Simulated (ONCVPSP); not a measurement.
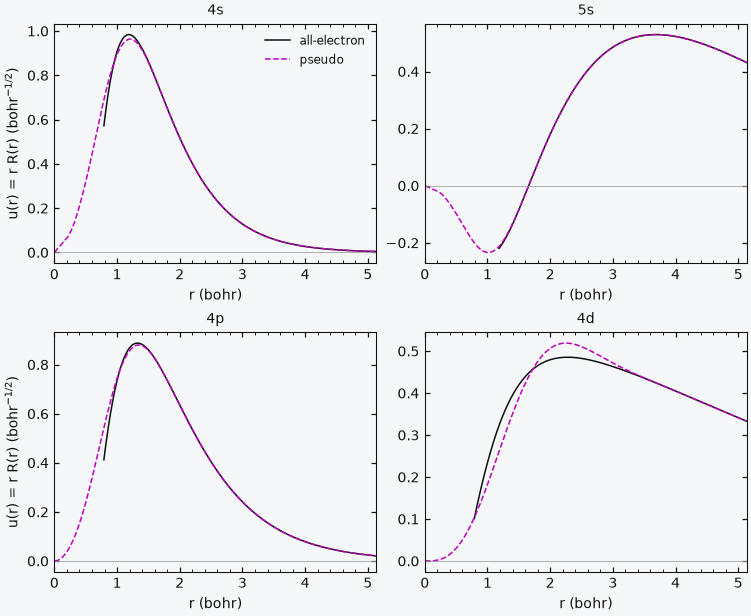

All-electron valence functions (solid) with their pseudo partners (dashed). The innermost oscillations of some all-electron curves aren't drawn. Reference configuration 4s2 4p6 4d1 5s1.

- Matching radii: 4s at 1.75 bohr; 5s at 1.75 bohr; 4p at 1.80 bohr; 4d at 3.95 bohr. The curves merge smoothly, so the plot gives these only roughly.
- Nodes of the pseudo-waves: 4s has no node; 5s has a node at about 1.7 bohr; 4p has no node; 4d has no node. A node in 5s is expected, since a lower shell of the same l is also in the valence and the two must stay orthogonal.

**Pseudopotential generation for Sr**

- system: strontium (Sr, Z = 38), core [Ar] 3d10, reference valence 4s2 4p6 4d1 5s1, valence charge 10.
- method: ONCV potential, LDA (Perdew-Wang 92), scalar-relativistic, made with ONCVPSP 4.0.1

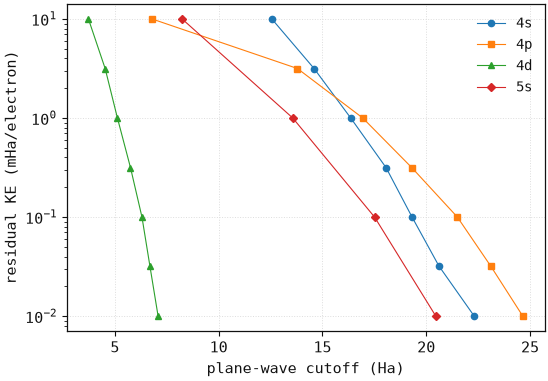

Residual kinetic energy of the pseudo-waves (the first of each channel, and further valence shells) beyond the plane-wave cutoff, as the generator prints it.

- Cutoffs for the occupied states: 17 Ha for 1 mHa and 22 Ha for 0.1 mHa per electron. The first is set by 4p.
- Cutoffs for 1 mHa per electron: 4p: 17 Ha; 4s: 16 Ha; 5s: 14 Ha; 4d: 5.1 Ha.

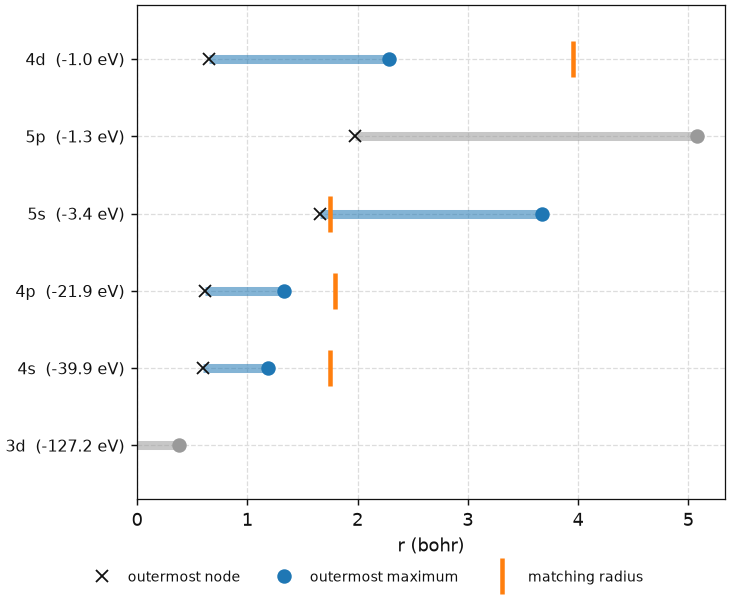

Outer shells of the all-electron reference atom: each bar runs from the outermost node (or the nucleus) to the outermost maximum of u(r); the tick is the radius chosen for the pseudo-wave. Shells without a tick have no pseudo-wave of their own. Levels, nodes and maxima are from ld1.x, scalar-relativistic.

- Radii against the shells: 4s: 1.75 bohr, outside the maximum; 4p: 1.80 bohr, outside the maximum; 5s: 1.75 bohr, between node and maximum; 4d: 3.95 bohr, outside the maximum.

These pictures come from the run below.

## Input
```
# ATOM AND REFERENCE CONFIGURATION
# atsym  z   nc   nv     iexc    psfile
  Sr 38.00    6    4  -001012      upf
#
#   n    l    f
    1    0    2.00
    2    0    2.00
    2    1    6.00
    3    0    2.00
    3    1    6.00
    3    2   10.00
    4    0    2.00
    4    1    6.00
    4    2    1.00
    5    0    1.00
#
# PSEUDOPOTENTIAL AND OPTIMIZATION
# lmax
    2
#
#   l,   rc,      ep,       ncon, nbas, qcut
    0    1.75    0.00    4    8    6.80
    1    1.80    0.00    4    8    7.50
    2    3.95    0.00    4    9    4.20
#
# LOCAL POTENTIAL
# lloc, lpopt,  rc(5),   dvloc0
    4    1    1.35   -1.00
#
# VANDERBILT-KLEINMAN-BYLANDER PROJECTORs
# l, nproj, debl
    0    2    2.80
    1    3    3.70
    2    2    0.40
#
# MODEL CORE CHARGE
# icmod, fcfact, rcfact
    3    3.50    1.70
#
# LOG DERIVATIVE ANALYSIS
# epsh1, epsh2, depsh
   -3.00    5.00    0.02
#
# OUTPUT GRID
# rlmax, drl
    6.00    0.01
#
# TEST CONFIGURATIONS
# ncnf
    4
# nvcnf
#   n    l    f
    4
    4    0    2.00
    4    1    6.00
    4    2    0.00
    5    0    2.00
#
    4
    4    0    2.00
    4    1    6.00
    4    2    0.00
    5    0    1.00
#
    4
    4    0    2.00
    4    1    6.00
    4    2    0.00
    5    0    0.00
#
    5
    4    0    2.00
    4    1    6.00
    4    2    0.00
    5    0    0.00
    5    1    1.00
#
```

Launched with:
```bash
oncvpsp.x < Sr.dat > Sr.out
```

## The program's output (extracts)
```
ONCVPSP  (Optimized Norm-Conservinng Vanderbilt PSeudopotential)
scalar-relativistic version 4.0.1

#   n    l    f        energy (Ha)
    1    0    2.00    -5.8475464E+02
    2    0    2.00    -7.9161915E+01
    2    1    6.00    -7.0396941E+01
    3    0    2.00    -1.2188763E+01
    3    1    6.00    -9.3606058E+00
    3    2   10.00    -4.6741889E+00
    4    0    2.00    -1.4665419E+00
    4    1    6.00    -8.0574007E-01
    4    2    1.00    -3.6887209E-02
    5    0    1.00    -1.2543241E-01

Reference configufation results
  iterations    22
  all-electron total energy (Ha)   -3.17573005D+03

Begin loop to  construct optimized pseudo wave functions
and semi-local pseudopoentials for all angular momenta

Calculating optimized projector #   1

 for l=   0

    Fraction of norm inside rc  0.812982
    Optimizing pswf for qcut=   6.79 a_B^-1,  ecut=  23.06 Ha
    Residual kinetic energy error=  3.77D-06 Ha

    Energy error per electron        Cutoff
         Ha          eV             Ha
         0.01000     0.27211       12.56
         0.00100     0.02721       16.36
         0.00010     0.00272       19.32
         0.00001     0.00027       22.31

Calculating optimized projector #   2

 for l=   0

    Fraction of norm inside rc  0.036168
    Optimizing pswf for qcut=   6.79 a_B^-1,  ecut=  23.06 Ha
    Residual kinetic energy error=  1.03D-06 Ha

    Energy error per electron        Cutoff
         Ha          eV             Ha
         0.01000     0.27211        8.24
         0.00100     0.02721       13.57
         0.00010     0.00272       17.51
         0.00001     0.00027       20.46

   Wellstate for l =  1  n =  6
     eigenvalue =   2.8943
     asymptotic potential =   3.3943
     half-point radius =  3.0497

   Wellstate for l =  1  n =  8
     eigenvalue =   6.5943
     asymptotic potential =   7.0943
     half-point radius =  3.4971

Calculating optimized projector #   1

 for l=   1

    Fraction of norm inside rc  0.693512
    Optimizing pswf for qcut=   7.49 a_B^-1,  ecut=  28.06 Ha
    Residual kinetic energy error=  6.88D-07 Ha

    Energy error per electron        Cutoff
         Ha          eV             Ha
         0.01000     0.27211        6.79
         0.00100     0.02721       16.94
         0.00010     0.00272       21.50
         0.00001     0.00027       24.65

Calculating optimized projector #   2

 for l=   1

    Fraction of norm inside rc  0.126159
    Optimizing pswf for qcut=   7.49 a_B^-1,  ecut=  28.06 Ha
    Residual kinetic energy error=  1.77D-05 Ha

    Energy error per electron        Cutoff
         Ha          eV             Ha
         0.01000     0.27211       12.57
         0.00100     0.02721       20.60
         0.00010     0.00272       25.20
         0.00001     0.00027       32.02

Calculating optimized projector #   3

 for l=   1

    Fraction of norm inside rc  0.087791
    Optimizing pswf for qcut=   7.49 a_B^-1,  ecut=  28.06 Ha
    Residual kinetic energy error=  1.46D-04 Ha

    Energy error per electron        Cutoff
         Ha          eV             Ha
         0.01000     0.27211       17.01
         0.00100     0.02721       23.64
         0.00010     0.00272       29.57
         0.00001     0.00027       55.83

   Wellstate for l =  2  n =  6
     eigenvalue =   0.3631
     asymptotic potential =   0.8631
     half-point radius = 10.9537

Calculating optimized projector #   1

 for l=   2

    Fraction of norm inside rc  0.594206
    Optimizing pswf for qcut=   4.20 a_B^-1,  ecut=   8.84 Ha
    Residual kinetic energy error=  3.24D-08 Ha

    Energy error per electron        Cutoff
         Ha          eV             Ha
         0.01000     0.27211        3.73
         0.00100     0.02721        5.12
         0.00010     0.00272        6.31
         0.00001     0.00027        7.08

Calculating optimized projector #   2

 for l=   2

    Fraction of norm inside rc  0.170834
    Optimizing pswf for qcut=   4.20 a_B^-1,  ecut=   8.84 Ha
    Residual kinetic energy error=  3.94D-07 Ha

    Energy error per electron        Cutoff
         Ha          eV             Ha
         0.01000     0.27211        4.16
         0.00100     0.02721        5.67
         0.00010     0.00272        6.78
         0.00001     0.00027        7.75

Construct Vanderbilt / Kleinmman-Bylander projectors

B matrix Hermiticity error, ll=   0
   1   2    7.6449E-05

  Orthonormal projector coefficients  8.7636E+00  8.9602E-01

B matrix Hermiticity error, ll=   1
   1   2   -3.3642E-04
   1   3   -3.6926E-04
   2   3   -2.4906E-04

  Orthonormal projector coefficients  7.8836E+00  1.9202E+00  2.6594E-01

B matrix Hermiticity error, ll=   2
   1   2   -9.0854E-06

  Orthonormal projector coefficients  7.1516E+00 -3.5073E-01

Model core correction analysis
  based on d2Exc/dn_idn_j

d2excae - all-electron derivatives

   -2.957353D-02   -2.610385D-02   -6.750084D-03   -2.101234D-03
   -2.610402D-02   -2.516798D-02   -8.961558D-03   -3.447360D-03
   -6.750176D-03   -8.961423D-03   -1.719874D-02   -1.948425D-02
   -2.101120D-03   -3.446575D-03   -1.947222D-02   -2.715523D-02

d2excps - pseudofunction derivatives with no core correction

   -3.814757D-02   -3.190805D-02   -6.422638D-03   -2.752093D-03
   -3.190888D-02   -2.912659D-02   -8.929315D-03   -3.861787D-03
   -6.422715D-03   -8.929109D-03   -1.807581D-02   -1.972790D-02
   -2.752120D-03   -3.861046D-03   -1.971599D-02   -2.717422D-02

rms 2nd derivative error    3.151049E-03

rmatch, rhocmatch    0.9324    5.1095

Teter function model core charge with specified parameters

d2excps - pseudofunction derivatives with core correction

   -2.664081D-02   -2.357563D-02   -5.648466D-03   -2.028327D-03
   -2.357564D-02   -2.285567D-02   -8.238781D-03   -3.374216D-03
   -5.648385D-03   -8.238464D-03   -1.793589D-02   -1.969258D-02
   -2.028187D-03   -3.373423D-03   -1.968066D-02   -2.711807D-02

rms 2nd derivative error    1.388745E-03

Pseudoatom total energy  -31.035219

Diagnostic tests using Vanderbilt-Kleinman-Bylander pseudopotentials
  1 or more projectors used as specified by nproj input data

   l    rcore       rmatch      e in        delta e   norm test  slope test

   0   1.7579332   1.8113079  -1.4665419  -0.0000030   1.0000928   1.0000998
   0   1.7579332   1.8113079  -0.1254324   0.0000017   1.0000389   1.0000352

   1   1.8005048   1.8551721  -0.8057401  -0.0000031   1.0000820   1.0000971
   1   1.8005048   1.8551721   2.8942599   0.0000756   1.0002639   1.0002639
   1   1.8005048   1.8551721   6.5942599   0.0000788   1.0004717   1.0004717

   2   3.9657720   4.0861815  -0.0368872   0.0000000   1.0000139   1.0000134
   2   3.9657720   4.0861815   0.3631128   0.0000012   1.0000452   1.0000452

 Testing for bound ghosts
   n   l    E NL Schr. Eq   E Basis Diag.   E Cutoff

   1   0       -1.466545       -1.466524     85.07
   2   0       -0.125431       -0.000185     85.07

   2   1       -0.805743       -0.805458    121.86

   3   2       -0.036887       -0.035730     28.15

 Testing for highly-localized positive-energy ghosts
       l    <radius>/rc     E Basis Diag.   E Cutoff

       0        0.732859        7.674586     85.07  WARNING - GHOST(+)

       2        0.238294       10.542891     28.15  WARNING - GHOST(+)

Test configuration 0

   n   l     f        eae           eps        diff
   1   0  2.0000 -584.75464102
   2   0  2.0000  -79.16191534
   2   1  6.0000  -70.39694142
   3   0  2.0000  -12.18876329
   3   1  6.0000   -9.36060578
   3   2 10.0000   -4.67418890
   4   0  2.0000   -1.46654189   -1.46654490   -3.01D-06
   4   1  6.0000   -0.80574007   -0.80574317   -3.10D-06
   4   2  1.0000   -0.03688721   -0.03688718    3.04D-08
   5   0  1.0000   -0.12543241   -0.12543074    1.67D-06

    Total energies and differences
      AE_ref= -3.17573005D+03  AE_tst= -3.17573005D+03  dif=  0.00D+00
      PS_ref= -3.10352194D+01  PS_tst= -3.10352194D+01  dif=  0.00D+00
      PSP excitation error=  0.00D+00

Test configuration 1

   n   l     f        eae           eps        diff
   1   0  2.0000 -584.78834043
   2   0  2.0000  -79.20011505
   2   1  6.0000  -70.43474962
   3   0  2.0000  -12.22651261
   3   1  6.0000   -9.39839293
   3   2 10.0000   -4.71233249
   4   0  2.0000   -1.50373293   -1.49891731    4.82D-03
   4   1  6.0000   -0.84008741   -0.83636204    3.73D-03
   5   0  2.0000   -0.13381919   -0.13363513    1.84D-04

    Total energies and differences
      AE_ref= -3.17573005D+03  AE_tst= -3.17581598D+03  dif= -8.59D-02
      PS_ref= -3.10352194D+01  PS_tst= -3.11216603D+01  dif= -8.64D-02
      PSP excitation error=  5.09D-04

Test configuration 2

   n   l     f        eae           eps        diff
   1   0  2.0000 -585.02765293
   2   0  2.0000  -79.43902552
   2   1  6.0000  -70.67367173
   3   0  2.0000  -12.46498814
   3   1  6.0000   -9.63684044
   3   2 10.0000   -4.95074170
   4   0  2.0000   -1.73925775   -1.73410503    5.15D-03
   4   1  6.0000   -1.07384072   -1.06974238    4.10D-03
   5   0  1.0000   -0.31539659   -0.31495247    4.44D-04

    Total energies and differences
      AE_ref= -3.17573005D+03  AE_tst= -3.17559333D+03  dif=  1.37D-01
      PS_ref= -3.10352194D+01  PS_tst= -3.08993014D+01  dif=  1.36D-01
      PSP excitation error=  8.05D-04

Test configuration 3

psatom: WARNING lschvkbb convergence error n,l,iter=   3   2   3
ea(ii),et,emin,emax -3.688718E-02 -4.057590E-02 -4.057590E-02 -4.057590E-02
run_config: WARNING for fully non-local PS atom, stg. 1
 WARNING no output for configuration 4

Test configuration 4

psatom: WARNING lschvkbb convergence error n,l,iter=   3   2   3
ea(ii),et,emin,emax -3.688718E-02 -4.057590E-02 -4.057590E-02 -4.057590E-02
run_config: WARNING for fully non-local PS atom, stg. 1
 WARNING no output for configuration 5
```

## Summary

- outcome: generated
- cutoffs needed: 17 Ha and 22 Ha (the cutoffs at which the residual kinetic energy of the hardest occupied pseudo-wave falls to 1 and 0.1 mHa per electron)
- ghost test: no bound ghost flagged; GHOST(+) flagged for s at 208.8 eV, d at 286.9 eV
- configuration tests: 2 of 4 tests not solved
- rms error of d²Exc/dni dnj: 3.15 mHa without and 1.39 mHa with the model core
- largest excitation error among the tests solved: +22 meV (all-electron minus pseudo) for 4s2 4p6 4d0 5s1
- range over which the phases arctan(r R′/R) at the test radius agree within 0.05 rad (a looser test near the poles than one of phase shifts): s: over the whole range computed; p: over the whole range computed; d: up to about 1.6 Ha; f: not judged, local potential alone
- hardware: 1 CPU thread, shared host
- wall time: 4.7 s

## Remarks

Warnings of the program, in the generation or the tests: psatom: WARNING lschvkbb convergence error n,l,iter= 3 2 3.
